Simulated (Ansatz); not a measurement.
```cif
data_structure
_symmetry_space_group_name_H-M 'P 1'
_symmetry_Int_Tables_number 1
_cell_length_a 5.1486
_cell_length_b 5.1486
_cell_length_c 5.1486
_cell_angle_alpha 90.000
_cell_angle_beta 90.000
_cell_angle_gamma 90.000
_cell_volume 136.48
loop_
_atom_site_label
_atom_site_type_symbol
_atom_site_fract_x
_atom_site_fract_y
_atom_site_fract_z
_atom_site_occupancy
Si1 Si 0.50000 0.00000 0.00000 1
Si2 Si 0.00000 0.50000 0.50000 1
Si3 Si 0.00000 0.50000 0.00000 1
Si4 Si 0.50000 0.00000 0.50000 1
Si5 Si 0.00000 0.00000 0.50000 1
Si6 Si 0.50000 0.50000 0.00000 1
Ag1 Ag 0.00000 0.00000 0.00000 1
Ag2 Ag 0.50000 0.50000 0.50000 1
```

Space group Im-3m; a structure generated by program, which may or may not match a known phase; computed without spin polarisation.

These are results of Ansatz, DFT PBE, scalar-relativistic, plane waves, PAW, not measurements.

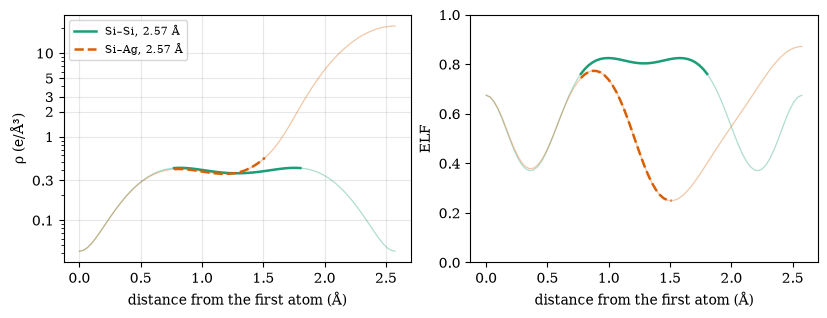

Si$_{3}$Ag. Valence charge density (pseudo) and ELF along straight lines between neighbouring atoms. Thin, pale parts lie inside the atomic spheres.

Core electrons are frozen (PAW), and the valence fields are smoothed inside the atomic spheres.

Question: Compare the contacts.

Answer: Si–Si (2.57 Å): ρ is about 0.36 e/Å³ halfway; the ELF peaks at about 0.85 between the atoms.
Si–Ag (2.57 Å): ρ is about 0.37 e/Å³ halfway; the ELF peaks at about 0.75 in the valence shell of Si, 0.9 Å from its nucleus, and is about 0.40 at the midpoint.
